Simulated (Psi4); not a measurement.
**B2H4F− (SMILES B[BH2-]F) at CCSD/aug-cc-pVDZ**

What is the vertical ionisation energy of B2H4F− at CCSD/aug-cc-pVDZ? 

The calculation is run with Psi4 1.11.

**1. The structure to begin with**

The species is B2H4F− (7 atoms), meant as a singlet with charge -1. SMILES: `B[BH2-]F`. Geometry: relaxed at GFN2-xTB.

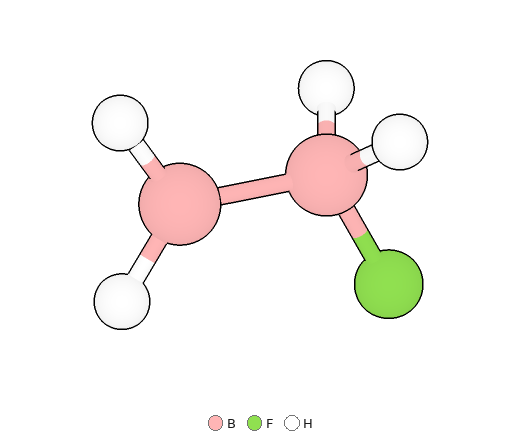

Viewed from a chosen angle; boron pink, fluorine green, hydrogen white.

**2. A single-point energy at CCSD/aug-cc-pVDZ**

File input.inp:

```
memory 1.6 GB

molecule m {
  -1 1
  B
  B 1 1.680731
  F 2 1.481517 1 114.96789
  H 1 1.196988 2 120.91753 3 -179.89171
  H 1 1.19421 4 111.71081 2 -179.99213
  H 2 1.23602 3 105.67463 1 123.67466
  H 2 1.236684 6 106.64121 3 -112.04869
  units angstrom
  symmetry c1
}

set {
  basis           aug-cc-pVDZ
  puream          true
  e_convergence   1e-09
  d_convergence   1e-08
  scf_type        pk
  num_frozen_docc 3
}

energy_value, wavefunction = energy("ccsd", return_wfn=True)
print_variables()
```

The run is started by

```
$ psi4 input.inp input.out -n 1
```

input.out:

```text
[...]
  Running in c1 symmetry.
[...]
  Nuclear repulsion =   54.246353331715980
[...]
  Multiplicity = 1
[...]
  Nalpha       = 12
  Nbeta        = 12
[...]
    Number of basis functions: 105
[...]
   @RHF iter   1:  -151.03566214634264   -1.14300e+00   4.02413e-03 ADIIS/DIIS
[...]
   @RHF iter  11:  -151.15353832779897   -2.78533e-12   2.39816e-09 DIIS
[...]
    Orbital Energies [Eh]
    ---------------------
    Doubly Occupied:
       1A    -26.009974     2A     -7.386700     3A     -7.349826
       4A     -1.291299     5A     -0.533344     6A     -0.458055
       7A     -0.385630     8A     -0.384723     9A     -0.339396
      10A     -0.278739    11A     -0.198427    12A     -0.170292
[...]
  @RHF Final Energy:  -151.15353832779897
   => Energetics <=
    Nuclear Repulsion Energy =             54.2463533317159801
    One-Electron Energy =                -321.2269757240611057
    Two-Electron Energy =                 115.8270840645461703
    Total Energy =                       -151.1535383277989695
[...]
 Multipole Moments:
 ------------------------------------------------------------------------------------
     Multipole            Electronic (a.u.)      Nuclear  (a.u.)        Total (a.u.)
 ------------------------------------------------------------------------------------
 L = 1.  Multiply by 2.5417464519 to convert [e a0] to [Debye]
 Dipole X            :         -0.0038990            0.0024390           -0.0014600
 Dipole Y            :         -3.3817873            2.9124116           -0.4693757
 Dipole Z            :          1.9806907           -2.3296220           -0.3489313
 Magnitude           :                                                    0.5848664
[...]
      * MP2 total energy                      = -151.568568548333644
[...]
      * CCSD total energy                     = -151.605343638216880
[...]
```

Run time: 51 s. Hardware: 1 thread of Intel Xeon Platinum 8259CL at 2.50GHz (Skylake/Cascade Lake), shared host; peak memory 1.3 GiB.

**3. Doublet neutral B2H4F**

File input.dat:

```
memory 1600 mb

molecule m {
  0 2
  B     -0.557490    -0.547080    -0.606600
  B      0.368860     0.392230     0.434760
  F      1.833710     0.217080     0.299000
  H     -1.752900    -0.488230    -0.588920
  H     -0.165490    -1.324120    -1.424330
  H      0.111990     0.150390     1.619360
  H      0.161310     1.599740     0.266740
  units angstrom
  symmetry c1
  no_reorient
  no_com
}

set basis aug-cc-pVDZ
set reference uhf
set puream true
set e_convergence 1e-09
set d_convergence 1e-08
set scf_type pk
set num_frozen_docc 3
set maxiter 200

result, w = energy('ccsd', return_wfn=True)
print_variables()
```

The run is started by

```
$ psi4 -n 1 input.dat output.dat
```

output.dat:

```text
[...]
  Running in c1 symmetry.
[...]
  Nuclear repulsion =   54.246339642168934
[...]
  Multiplicity = 2
[...]
  Nalpha       = 12
  Nbeta        = 11
[...]
    Number of basis functions: 105
[...]
   @UHF iter   1:  -150.96831402542796   -1.07565e+00   2.94417e-03 ADIIS/DIIS
[...]
   @UHF iter  16:  -151.03762619856508   -1.29319e-11   9.61645e-09 DIIS
[...]
   @S^2 Observed:                7.607480128E-01
[...]
    Orbital Energies [Eh]
    ---------------------
    Alpha Occupied:
       1A    -26.261346     2A     -7.713661     3A     -7.655619
       4A     -1.538590     5A     -0.844393     6A     -0.715873
       7A     -0.642482     8A     -0.631858     9A     -0.612140
      10A     -0.540821    11A     -0.499374    12A     -0.471127
    Alpha Virtual:
      13A      0.014166    14A      0.032379    15A      0.045932
      16A      0.051704    17A      0.065225    18A      0.071852
      19A      0.074677    20A      0.084841    21A      0.090324
      22A      0.106156    23A      0.123923    24A      0.142400
      25A      0.162851    26A      0.204118    27A      0.241536
[...]
  @UHF Final Energy:  -151.03762619856508
   => Energetics <=
    Nuclear Repulsion Energy =             54.2463396421689339
    One-Electron Energy =                -315.1092178614792374
    Two-Electron Energy =                 109.8252520207452250
    Total Energy =                       -151.0376261985650785
  UHF NO Occupations:
  HONO-2 :   10  A 1.9991383
  HONO-1 :   11  A 1.9969229
[...]
 Multipole Moments:
 ------------------------------------------------------------------------------------
     Multipole            Electronic (a.u.)      Nuclear  (a.u.)        Total (a.u.)
 ------------------------------------------------------------------------------------
 L = 1.  Multiply by 2.5417464519 to convert [e a0] to [Debye]
 Dipole X            :        -27.4878500           26.2958225           -1.1920275
 Dipole Y            :         -2.4885952            2.1112965           -0.3772987
 Dipole Z            :         -3.6689758            3.2213216           -0.4476542
 Magnitude           :                                                    1.3280354
[...]
      * MP2 total energy                      = -151.429529451433950
[...]
      * CCSD total energy                     = -151.466920043165516
[...]
```

Wall time 2.9 min (1 thread of Intel Xeon Platinum 8259CL at 2.50GHz (Skylake/Cascade Lake), shared host); peak memory 1.4 GiB.

**4. Results**

Level: CCSD/aug-cc-pVDZ, 3 core orbitals frozen.

| quantity | value |
| --- | --- |
| singlet B2H4F−: total energy | -151.60534 Eh |
| singlet B2H4F−: HOMO energy (Hartree–Fock orbitals) | -4.63 eV |
| singlet B2H4F−: LUMO energy (Hartree–Fock orbitals) | 3.81 eV |
| singlet B2H4F−: HOMO–LUMO gap (to an unbound level, set by the basis) | 8.44 eV |
| singlet B2H4F−: correlation energy (3 core orbitals frozen) | -451.8 mEh |
| singlet B2H4F−: T1 diagnostic | 0.015 |
| doublet neutral B2H4F: total energy | -151.46692 Eh |
| doublet neutral B2H4F: HOMO energy (Hartree–Fock orbitals) (highest over α and β) | -12.14 eV |
| doublet neutral B2H4F: LUMO energy (Hartree–Fock orbitals) (lowest over α and β) | -1.77 eV |
| doublet neutral B2H4F: correlation energy (3 core orbitals frozen) | -429.3 mEh |
| doublet neutral B2H4F: ⟨S²⟩ of the reference determinant | 0.761 |
| doublet neutral B2H4F: T1 diagnostic | 0.039 |
| vertical detachment energy (to the doublet neutral) | 3.767 eV |

What this shows: The vertical ionisation energy comes to 3.77 eV (363 kJ/mol).
